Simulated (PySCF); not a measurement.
# Atomic calculation for Ga

Ga, configuration 1s2 2s2 2p6 3s2 3p6 3d10 4s1 4p1 5s1, multiplicity 4. Computed at this level: unrestricted PW91, aug-cc-pV5Z-PP with ECP10, scalar-relativistic core potential (PySCF).

## Output (extracts)
```
damping factor = 0
level_shift factor = 0
DIIS = <class 'pyscf.scf.diis.CDIIS'>
diis_start_cycle = 1
diis_space = 10
diis_damp = 0
SCF conv_tol = 1e-09
SCF conv_tol_grad = None
number electrons alpha = 12  beta = 9
XC functionals = PW91,PW91
    J. P. Perdew. In P. Ziesche and H. Eschrig, editors, Proceedings of the 75. WE-Heraeus-Seminar and 21st Annual International Symposium on Electronic Structure of Solids, 11. Berlin, 1991. Akademie Verlag.
    J. P. Perdew, J. A. Chevary, S. H. Vosko, K. A. Jackson, M. R. Pederson, D. J. Singh, and C. Fiolhais.,  Phys. Rev. B 46, 6671 (1992)
    J. P. Perdew, J. A. Chevary, S. H. Vosko, K. A. Jackson, M. R. Pederson, D. J. Singh, and C. Fiolhais.,  Phys. Rev. B 48, 4978 (1993)
    J. P. Perdew. In P. Ziesche and H. Eschrig, editors, Proceedings of the 75. WE-Heraeus-Seminar and 21st Annual International Symposium on Electronic Structure of Solids, 11. Berlin, 1991. Akademie Verlag.
    J. P. Perdew, J. A. Chevary, S. H. Vosko, K. A. Jackson, M. R. Pederson, D. J. Singh, and C. Fiolhais.,  Phys. Rev. B 46, 6671 (1992)
    J. P. Perdew, J. A. Chevary, S. H. Vosko, K. A. Jackson, M. R. Pederson, D. J. Singh, and C. Fiolhais.,  Phys. Rev. B 48, 4978 (1993)
cycle= 1 E= -259.234018580136  delta_E= -0.0123  |g|= 0.188  |ddm|= 1.13
cycle= 2 E= -259.226013550339  delta_E= 0.00801  |g|= 0.314  |ddm|= 0.66
cycle= 3 E= -259.23897842297  delta_E= -0.013  |g|= 0.00383  |ddm|= 0.367
cycle= 4 E= -259.238990790435  delta_E= -1.24e-05  |g|= 0.00054  |ddm|= 0.0367
cycle= 5 E= -259.238993282514  delta_E= -2.49e-06  |g|= 0.000147  |ddm|= 0.014
cycle= 6 E= -259.238993424912  delta_E= -1.42e-07  |g|= 3.04e-05  |ddm|= 0.00473
cycle= 7 E= -259.238993426461  delta_E= -1.55e-09  |g|= 3.12e-06  |ddm|= 0.000609
cycle= 8 E= -259.238993426506  delta_E= -4.52e-11  |g|= 4.98e-07  |ddm|= 7.49e-05
converged SCF energy = -259.238993426506  <S^2> = 3.7511965  2S+1 = 4.0005982
```

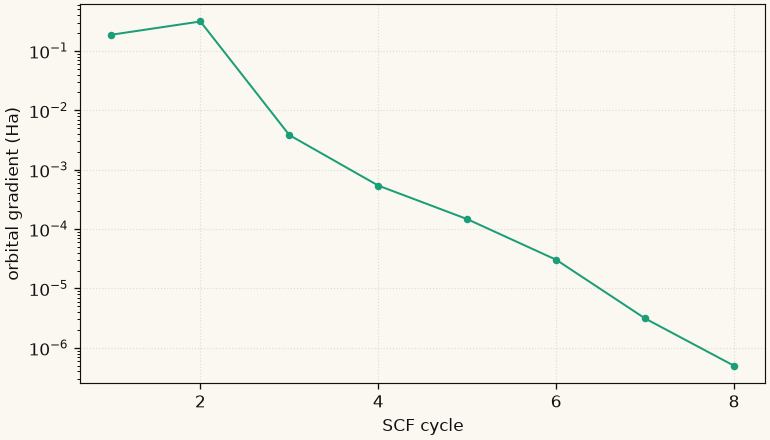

Fig. 1: Convergence: orbital gradient against the SCF cycle. The residual falls almost steadily, with no more than small rises or pauses. It goes from 0.19 to 5.0×10⁻⁷ in 8 steps.

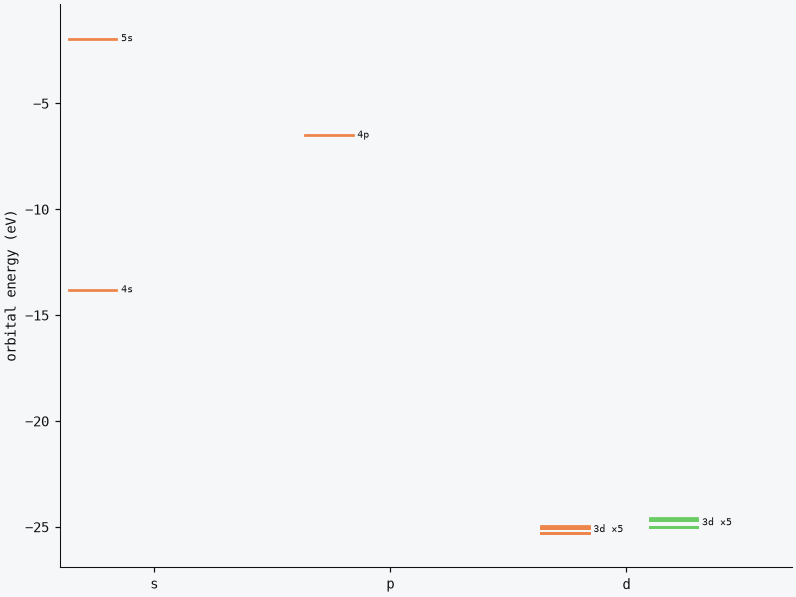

Fig. 2: Orbital energies of the mean field, from the top down to −25.3 eV, by angular momentum, α spin at the left of each column and β at the right; ×n counts the orbitals under one label. Empty levels that the record names by l alone aren't drawn. The highest filled orbital is 5s α at −1.94 eV, the lowest empty one s β at −11.8 eV.

## Input
```python
from pyscf import gto, scf, dft, mp, cc
mol = gto.M(atom="Ga 0 0 0", charge=0, spin=3, symmetry="D2h",
            basis="aug-cc-pV5Z-PP",
            ecp="aug-cc-pV5Z-PP")
mf = dft.UKS(mol, xc="PW91,PW91")
mf.irrep_nelec = {'Ag': (5, 3), 'B1g': (1, 1), 'B2g': (1, 1), 'B3g': (1, 1), 'B1u': (1, 1), 'B2u': (2, 1), 'B3u': (1, 1)}
mf.kernel()
```

The script is an equivalent of what the driver set up; the driver started from orbitals of its own, so the log can be shorter than this script's would be, and it computed the properties (radii, ⟨L²⟩, response) afterwards. It held the occupations shell by shell, which the script's counts by irreducible representation don't always enforce.

## Results in brief

| quantity | value |
| --- | --- |
| outcome | converged |
| total energy (valence electrons, under a core potential) | −259.238993 hartree |
| ⟨S²⟩ | 3.751 |
| ⟨L²⟩ | 2.06 |
| SCF iterations | 8 |
| hardware | 1 CPU thread, shared host |
| CPU time | 1.9 s (integrals apart) |

## Remarks

The driver held the occupations shell by shell, and empty p levels lie below the filled 5s. This is not the ground configuration of the species.
